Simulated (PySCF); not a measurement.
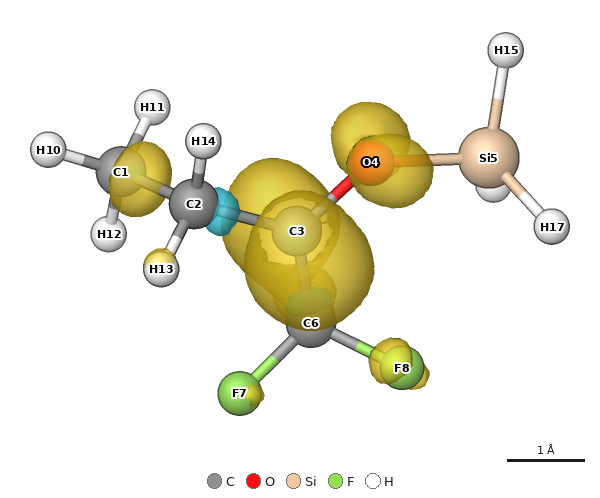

*C$_{4}$H$_{8}$F$_{3}$OSi (SMILES CC[C](O[SiH3])C(F)(F)F) (doublet). Isosurfaces of the spin density at +0.03 (yellow) and −0.03 e/Å³ (cyan), seen at a tilt.*

Geometry: GFN2-xTB.

All numbers below come from PySCF, UKS B3LYP, pcH-1 on C F H O Si, non-relativistic, mean-field spin-orbit, GIAO.

```xyz
17

C    -2.0761    0.2564   -1.0172
C    -1.2260    1.0219    0.0122
C     0.0249    0.2970    0.3628
O     1.1632    0.6194   -0.2447
Si    2.6939    0.0174   -0.2445
C    -0.0325   -0.9766    1.1108
F    -1.1384   -1.0892    1.8557
F     1.0191   -1.1425    1.9416
F    -0.0122   -2.0879    0.3148
H    -2.9557    0.8426   -1.2699
H    -1.5011    0.0757   -1.9218
H    -2.3994   -0.6987   -0.6114
H    -1.8255    1.1764    0.9133
H    -0.9421    1.9914   -0.3979
H     3.1959    0.8293   -1.3416
H     2.6878   -1.4163   -0.5188
H     3.3173    0.2957    1.0468
```

> Where is the unpaired spin?

The unpaired spin (1 electron) lies mostly on C3 (about 0.6) and O4 (about 0.2), in electrons by Hirshfeld's partition.
